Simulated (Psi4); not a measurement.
**BHBrCl: single-point calculation**

BHBrCl, SMILES ClBBr, computed with CISD/cc-pVDZ, RHF (Psi4 1.11).

The geometry comes from this level: PBE0-D4/def2-TZVP.

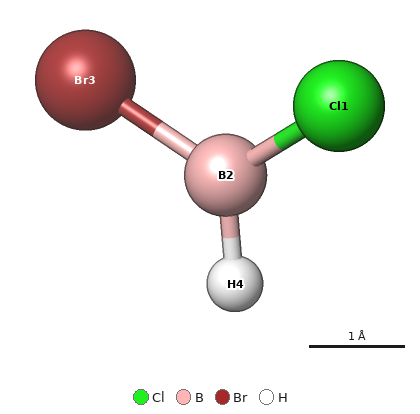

**Figure 1.** The structure (ball-and-stick view, seen at a tilt; atoms are numbered from 1 in the order of the input). Bond lengths as drawn: B–Br 1.90 Å, B–Cl 1.73 Å and B–H 1.19 Å.

**Key numbers**

```json
{"quantity": "outcome", "value": "converged"}
{"quantity": "total energy", "value": "−3057.563111 hartree"}
{"quantity": "SCF energy", "value": "−3057.228495 hartree"}
{"quantity": "MP2 energy", "value": "−3057.575477 hartree"}
{"quantity": "correlation energy", "value": "−0.334616 hartree"}
{"quantity": "basis functions", "value": "64"}
{"quantity": "HOMO of the SCF reference", "value": "−11.56 eV"}
{"quantity": "LUMO of the SCF reference", "value": "1.93 eV"}
{"quantity": "hardware", "value": "1 thread of Intel Xeon (Granite Rapids), 12 GiB of memory available, shared host"}
{"quantity": "wall time", "value": "14 s"}
{"quantity": "peak memory", "value": "0.44 GiB"}
```

**The input (bbrclh.json)**
```
{
 "schema_name": "qcschema_input",
 "schema_version": 1,
 "molecule": {
  "schema_name": "qcschema_molecule",
  "schema_version": 2,
  "symbols": ["Cl", "B", "Br", "H"],
  "geometry": [-2.98784598, -1.06958499, 0.31652913, -0.01833034, 0.20087789, -0.18519316, 2.88995816, -1.25628993, 1.31543836, 0.22090898, 2.01123551, -1.48513576],
  "molecular_charge": 0,
  "molecular_multiplicity": 1,
  "fix_com": true,
  "fix_orientation": true
 },
 "driver": "energy",
 "model": {
  "method": "cisd",
  "basis": "cc-pVDZ"
 },
 "keywords": {
  "reference": "rhf",
  "scf_type": "pk",
  "freeze_core": true
 }
}
```

Run as:
```bash
psi4 --qcschema bbrclh.json -n 1 --memory 1600MB
```

**Output**
```
Psi4 1.11 release

   => Loading Basis Set <=

    Name: CC-PVDZ
    Role: ORBITAL
    Keyword: BASIS

         ---------------------------------------------------------
                                   SCF
                              RHF Reference
                        1 Threads,   1525 MiB Core
         ---------------------------------------------------------

  ==> Geometry <==

    Molecular point group: c1
    Full point group: C1

    Geometry (in Bohr), charge = 0, multiplicity = 1:

       Center              X                  Y                   Z               Mass
    ------------   -----------------  -----------------  -----------------  -----------------
         CL          -2.987845980000    -1.069584990000     0.316529130000    34.968852682000
         B           -0.018330340000     0.200877890000    -0.185193160000    11.009305360000
         BR           2.889958160000    -1.256289930000     1.315438360000    78.918337600000
         H            0.220908980000     2.011235510000    -1.485135760000     1.007825032230

  Running in c1 symmetry.

  Rotational constants: A =      0.32338  B =      0.05488  C =      0.04692 [cm^-1]
  Rotational constants: A =   9694.71795  B =   1645.24346  C =   1406.58313 [MHz]
  Nuclear repulsion =  187.288101120429559

  Charge       = 0
  Multiplicity = 1
  Electrons    = 58
  Nalpha       = 29
  Nbeta        = 29

  ==> Algorithm <==

  SCF Algorithm Type is PK.
  DIIS enabled.
  MOM disabled.
  Fractional occupation disabled.
  Guess Type is SAD.
  Energy threshold   = 1.00e-08
  Density threshold  = 1.00e-08
  Integral threshold = 1.00e-12

  ==> Primary Basis <==

  Basis Set: CC-PVDZ
    Blend: CC-PVDZ
    Number of shells: 28
    Number of basis functions: 64
    Number of Cartesian functions: 68
    Spherical Harmonics?: true
    Max angular momentum: 2

  ==> Integral Setup <==

  Using in-core PK algorithm.
   Calculation information:
      Number of atoms:                   4
      Number of AO shells:              28
      Number of primitives:            167
      Number of atomic orbitals:        68
      Number of basis functions:        64

      Integral cutoff                 1.00e-12
      Number of threads:                 1

  Performing in-core PK
  Using 4328480 doubles for integral storage.
  We computed 81221 shell quartets total.
  Whereas there are 82621 unique shell quartets.

  ==> DiskJK: Disk-Based J/K Matrices <==

    J tasked:                  Yes
    K tasked:                  Yes
    wK tasked:                  No
    Memory [MiB]:             1144
    Schwarz Cutoff:          1E-12

  Minimum eigenvalue in the overlap matrix is 1.1523298866E-02.
  Reciprocal condition number of the overlap matrix is 3.0767976887E-03.
    Using symmetric orthogonalization.

  ==> Pre-Iterations <==

  SCF Guess: Superposition of Atomic Densities via on-the-fly atomic UHF (no occupation information).

   -------------------------
    Irrep   Nso     Nmo
   -------------------------
     A         64      64
   -------------------------
    Total      64      64
   -------------------------

  ==> Iterations <==

                        Total Energy        Delta E     RMS |[F,P]|

   @RHF iter SAD: -3055.32427945412928   -3.05532e+03   0.00000e+00
   @RHF iter   1: -3057.12818824043734   -1.80391e+00   7.88542e-03 ADIIS/DIIS
   @RHF iter   2: -3057.21261529105595   -8.44271e-02   2.82669e-03 ADIIS/DIIS
   @RHF iter   3: -3057.22768805112037   -1.50728e-02   4.46029e-04 ADIIS/DIIS
   @RHF iter   4: -3057.22835015451165   -6.62103e-04   1.36648e-04 ADIIS/DIIS
   @RHF iter   5: -3057.22848535350295   -1.35199e-04   3.40379e-05 DIIS
   @RHF iter   6: -3057.22849412653386   -8.77303e-06   1.02509e-05 DIIS
   @RHF iter   7: -3057.22849490897033   -7.82436e-07   2.47688e-06 DIIS
   @RHF iter   8: -3057.22849495336004   -4.43897e-08   4.59441e-07 DIIS
   @RHF iter   9: -3057.22849495484661   -1.48657e-09   1.21155e-07 DIIS
   @RHF iter  10: -3057.22849495494756   -1.00954e-10   3.74535e-08 DIIS
   @RHF iter  11: -3057.22849495496166   -1.40972e-11   8.74674e-09 DIIS
  Energy and wave function converged.

  ==> Post-Iterations <==

    Orbital Energies [Eh]
    ---------------------

    Doubly Occupied:

       1A   -490.082859     2A   -104.849602     3A    -65.219700
       4A    -58.576157     5A    -58.575644     6A    -58.575329
       7A    -10.578723     8A     -9.868496     9A     -8.045864
      10A     -8.043507    11A     -8.042929    12A     -7.727345
      13A     -7.479735    14A     -7.474876    15A     -7.473253
      16A     -3.216085    17A     -3.213882    18A     -3.212038
      19A     -3.206657    20A     -3.206531    21A     -1.139667
      22A     -1.038702    23A     -0.701434    24A     -0.587987
      25A     -0.552980    26A     -0.510403    27A     -0.455236
      28A     -0.439090    29A     -0.424790

    Virtual:

      30A      0.070751    31A      0.205484    32A      0.234198
      33A      0.288917    34A      0.369356    35A      0.401902
      36A      0.435499    37A      0.448197    38A      0.601879
      39A      0.625455    40A      0.629379    41A      0.684783
      42A      0.695112    43A      0.742334    44A      0.752104
      45A      0.755549    46A      0.762153    47A      0.831804
      48A      0.832797    49A      0.901044    50A      0.935693
      51A      0.951695    52A      0.973466    53A      1.074340
      54A      1.105203    55A      1.161002    56A      1.198727
      57A      1.291527    58A      1.349542    59A      1.431478
      60A      1.605096    61A      1.709522    62A      1.876279
      63A      2.115040    64A      2.541355

    Final Occupation by Irrep:
              A
    DOCC [    29 ]
    NA   [    29 ]
    NB   [    29 ]

  @RHF Final Energy: -3057.22849495496166

   => Energetics <=

    Nuclear Repulsion Energy =            187.2881011204295589
    One-Electron Energy =               -4623.9941837232236139
    Two-Electron Energy =                1379.4775876478322516
    Total Energy =                      -3057.2284949549612065

Computation Completed

Properties will be evaluated at   0.000000,   0.000000,   0.000000 [a0]

Properties computed using the SCF density matrix

 Multipole Moments:

 ------------------------------------------------------------------------------------
     Multipole            Electronic (a.u.)      Nuclear  (a.u.)        Total (a.u.)
 ------------------------------------------------------------------------------------

 L = 1.  Multiply by 2.5417464519 to convert [e a0] to [Debye]
 Dipole X            :        -50.4891119           50.4844112           -0.0047007
 Dipole Y            :         59.3763035          -59.1374674            0.2388361
 Dipole Z            :        -49.1870343           49.0102362           -0.1767980
 Magnitude           :                                                    0.2971907

 ------------------------------------------------------------------------------------

	total time  =          7 seconds =       0.12 minutes
 MINTS: Wrapper to libmints.

   Calculation information:
      Number of threads:                 1
      Number of atoms:                   4
      Number of AO shells:              28
      Number of SO shells:              28
      Number of primitives:            167
      Number of atomic orbitals:        68
      Number of basis functions:        64

      Number of irreps:                  1
      Integral cutoff                 1.00e-12
      Number of functions per irrep: [  64 ]

 OEINTS: Overlap, kinetic, potential, dipole, and quadrupole integrals
         stored in file 35.

      Computing two-electron integrals...done
      Computed 2011923 non-zero two-electron integrals.
        Stored in file 33.

        ==> Transform all two-electron integrals <==

	Presorting SO-basis two-electron integrals.
	Sorting File: SO Ints (nn|nn) nbuckets = 1
	Constructing frozen core operators
	Starting first half-transformation.
	Sorting half-transformed integrals.
	First half integral transformation complete.
	Starting second half-transformation.
	Two-electron integral transformation complete.

	total time  =          1 seconds =       0.02 minutes

        **********************************************************
        *                                                        *
        *                   CCSD Integral Sort                   *
        *                                                        *
        **********************************************************

        CC integral sort will use                     18.17 mb

        Number of (ab|cd) temporary files:                2
        Number of (ab|ci) temporary files:                3
        Starting temporary file number:                 270

        Initial sort........done.

        Sort (IJ|KL)........done.
        Sort (IJ|KA) 1/2....done.
        Sort (IJ|KA) 2/2....done.
        Sort (IA|JB)........done.
        Sort (IJ|AB)........done.
        Sort (IA|BC) 1/3....done.
        Sort (IA|BC) 2/3....done.
        Sort (IA|BC) 3/3....done.
        Sort (AB|CD) 1/2....done.
        Sort (AB|CD) 2/2....done.

	total time  =          0 seconds =       0.00 minutes

        *******************************************************
        *                                                     *
        *                        CISD                         *
        *      Singles Doubles Configuration Interaction      *
        *                                                     *
        *                                                     *
        *******************************************************

  ==> Input parameters <==

        Freeze core orbitals?                 yes
        Use frozen natural orbitals?           no
        r_convergence:                  1.000e-07
        e_convergence:                  1.000e-06
        Number of DIIS vectors:                 8
        Number of frozen core orbitals:        15
        Number of active occupied orbitals:    14
        Number of active virtual orbitals:     35
        Number of frozen virtual orbitals:      0

  ==> Memory <==

        available memory =                           1525.88 mb
        minimum memory requirements for QCISD =         5.53 mb
        (T) algorithm:                                  4.50 mb (low-memory)
        memory requirements for QCISD(T) =              4.50 mb

  ==> Define tiling <==

        v(ab,cd) diagrams will be evaluated in   1 blocks.
        v(ab,ci) diagrams will be evaluated in   1 blocks over ov2.
        v(ab,ci) diagrams will be evaluated in   1 blocks over ov.

  Allocate cpu memory (    10.11 mb).....done.
  Initialize cpu memory..................done.

  Begin CISD iterations

   Iter  DIIS          Energy       d(Energy)          |d(T)|     time
      0   0 1   -0.3469822642   -0.3469822642    0.3171781489        0
      1   1 1   -0.3271257911    0.0198564731    0.0460769064        0
      2   2 1   -0.3342111363   -0.0070853452    0.0111286799        0
      3   3 1   -0.3345625358   -0.0003513995    0.0037058764        0
      4   4 1   -0.3346131029   -0.0000505671    0.0008616645        0
      5   5 1   -0.3346157873   -0.0000026843    0.0002392544        0
      6   6 1   -0.3346160052   -0.0000002179    0.0000543463        0
      7   7 1   -0.3346160163   -0.0000000111    0.0000108329        0
      8   8 1   -0.3346160167   -0.0000000004    0.0000026593        0
      9   8 2   -0.3346160168   -0.0000000000    0.0000005288        0
     10   8 3   -0.3346160168   -0.0000000000    0.0000001280        0
     11   8 4   -0.3346160168   -0.0000000000    0.0000000299        0

  CISD iterations converged!

  CISD variational energy:      -0.334616016752
  CISD transition energy:       -0.334616016011

        OS SCS-MP2 correlation energy:          -0.303102103197
        SS SCS-MP2 correlation energy:          -0.031465726066
        SCS-MP2 correlation energy:             -0.334567829263
      * SCS-MP2 total energy:                -3057.563062784225

        OS MP2 correlation energy:              -0.252585085997
        SS MP2 correlation energy:              -0.094397178198
        MP2 correlation energy:                 -0.346982264196
      * MP2 total energy:                    -3057.575477219157

        OS CISD correlation energy:             -0.253697724505
        SS CISD correlation energy:             -0.080918291506
        CISD correlation energy:                -0.334616016752
      * CISD total energy:                   -3057.563110971713

  Total time for CISD iterations:       0.24 s (user)
                                        0.12 s (system)
                                           0 s (total)

  Time per iteration:                   0.02 s (user)
                                        0.01 s (system)
                                        0.00 s (total)

	total time  =          0 seconds =       0.00 minutes

    Psi4 run time: 0:00:13.68
```

**File result.json**
```
{
 "driver": "energy",
 "model": {
  "method": "cisd",
  "basis": "cc-pVDZ"
 },
 "success": true,
 "return_result": -3057.5631109717133,
 "properties": {
  "calcinfo_nbasis": 64,
  "calcinfo_nmo": 64,
  "calcinfo_nalpha": 29,
  "calcinfo_nbeta": 29,
  "calcinfo_natom": 4,
  "nuclear_repulsion_energy": 187.28810112042956,
  "return_energy": -3057.5631109717133,
  "scf_one_electron_energy": -4623.994183723224,
  "scf_two_electron_energy": 1379.4775876478323,
  "scf_dipole_moment": [-0.0047007299804846525, 0.2388361154804528, -0.17679803108068626],
  "scf_total_energy": -3057.2284949549617,
  "scf_iterations": 11,
  "mp2_same_spin_correlation_energy": -0.09439717819840135,
  "mp2_opposite_spin_correlation_energy": -0.25258508599732443,
  "mp2_singles_energy": 0.0,
  "mp2_doubles_energy": -0.34698226419572575,
  "mp2_correlation_energy": -0.34698226419572575,
  "mp2_total_energy": -3057.575477219157
 }
}
```

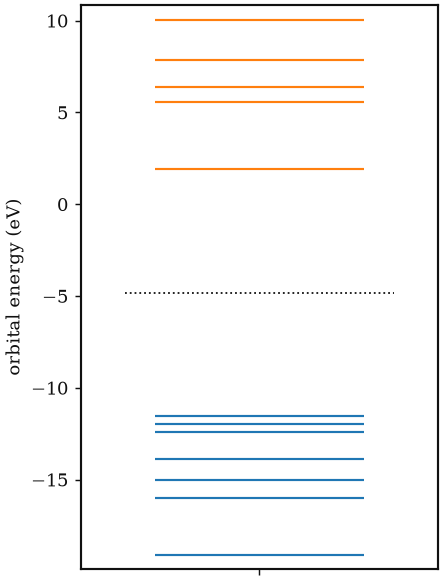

**Figure 2.** Orbital energies near the frontier (SCF reference); the dotted line parts filled from empty levels, and levels within 0.02 eV of each other stand side by side. Highest filled −11.56 eV, lowest empty 1.93 eV, 13.49 eV apart.
